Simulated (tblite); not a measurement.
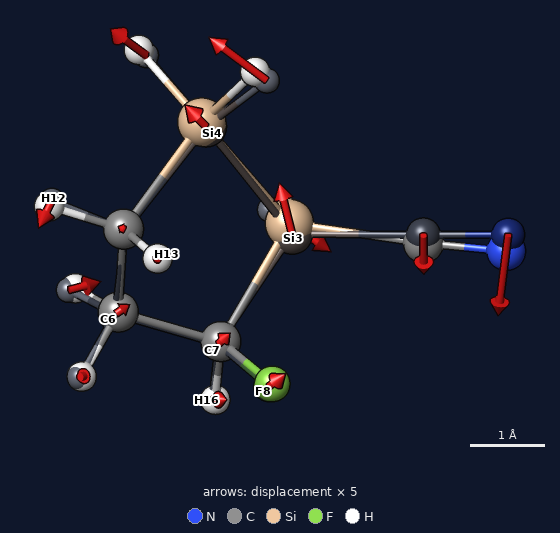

A relaxation of C4H8FNSi2. The starting structure is drawn faded, the final one solid; red arrows show the displacements, magnified 5 times. The two geometries are superimposed by the best rigid fit.

A ball-and-stick model, seen at a tilt.

Theory: GFN2-xTB geometry optimisation, gas phase (tblite 0.8.0). 

What did the optimiser do to the structure, and how much energy did it gain?

The atom that moves furthest after the best rigid fit is the N atom (0.26 Å). Largest moves by element: N 0.26 Å, H 0.21 Å, C 0.15 Å, Si 0.15 Å, F 0.07 Å. Among the contacts that change: C–Si 1.887 → 1.941 Å, C–N 1.178 → 1.146 Å, C–Si 1.834 → 1.864 Å, H–Si 1.496 → 1.471 Å. Bond angles that change, for instance: Si–Si–H 110.2° → 124.0°, C–Si–H 115.3° → 104.1°, C–Si–Si 109.9° → 118.3°. Over 52 geometry steps the energy falls by 28.6 kJ/mol.
